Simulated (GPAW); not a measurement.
Li2MnO2 (P-3m1), Li K edge of atom 4, with 1 O at 1.91 Å and 3 O at 1.99 Å (distorted tetrahedral, site symmetry 3m). Method: GPAW, LDA + U (Mn 4 eV), full core hole (charged cell), 20-atom cell with 6.2 Å between holes, 3×3×3 k points, dipole transitions, Gaussian full width 0.9 eV up to 4 eV, rising linearly to 3.5 eV at 25 eV.

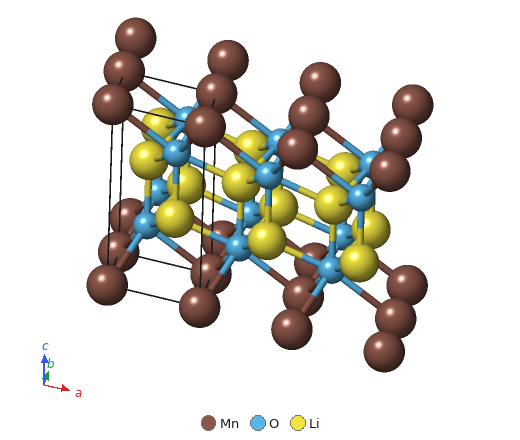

The structure (manganese brown, oxygen blue, lithium yellow). Bonds to atoms that aren't drawn are left out. 3×2×1 cells are drawn. Some periodic images of atoms are drawn too.

```xyz
5
Lattice="3.1950 0.0000 0.0000 -1.5975 2.7670 0.0000 0.0000 0.0000 5.3030" Properties=species:S:1:pos:R:3 pbc="T T T"
Mn    0.0000    0.0000    0.0000
O     1.5975    0.9223    3.9826
O     0.0000    1.8446    1.3204
Li    0.0000    1.8446    3.2295
Li    1.5975    0.9223    2.0735
```

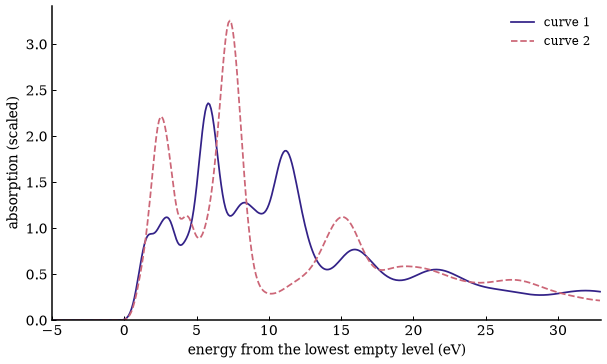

Energy from the lowest empty level; a common scale on which the isotropic spectrum has a mean of 1 over the first 20 eV.

The curves are for the electric vector along different Cartesian axes of the cell as given, averaged over the symmetry-equivalent atoms. Which is which?

Curve 1: along z (c), main maxima 2.9 eV (1.12), 5.8 eV (2.36), 8.3 eV (1.28) and 11.2 eV (1.84). Curve 2: along x (⊥ c) (the other in-plane axis gives the same curve within 3 %), main maxima 2.6 eV (2.21), 7.3 eV (3.26) and 15.1 eV (1.12). A K edge sees empty p states on the absorber. Each direction probes the empty orbitals that point along it. The hole lies in one spin channel, while the script sums the empty states of both and takes the lower zero; where the two channels are split, this blurs and shifts the curve. The spins start ferromagnetically in a simple order, which needn't be the measured one; gap and edge can depend on it.

[Banner, clock and machine lines of the logs are left out without a mark of their own.]

[Logs are printed without paths, hosts, clocks, repeated set-up lines and the standing remarks that a program may print on its own settings, such as how far it seeks lower states.]

[Hosts, paths, dates, database ids (printed as entryN), source tags and the programs' standing remarks are cut or masked in the printed files.]

[Lists of maxima count a maximum above −3 eV only where it reaches 4 % of the highest in the window and stands out from its surroundings by 2 % of it (1.5 % where it reaches 55 %); shoulders and weaker maxima are passed over, and of the rest the first, up to two pre-edge ones and the few strongest are named.]
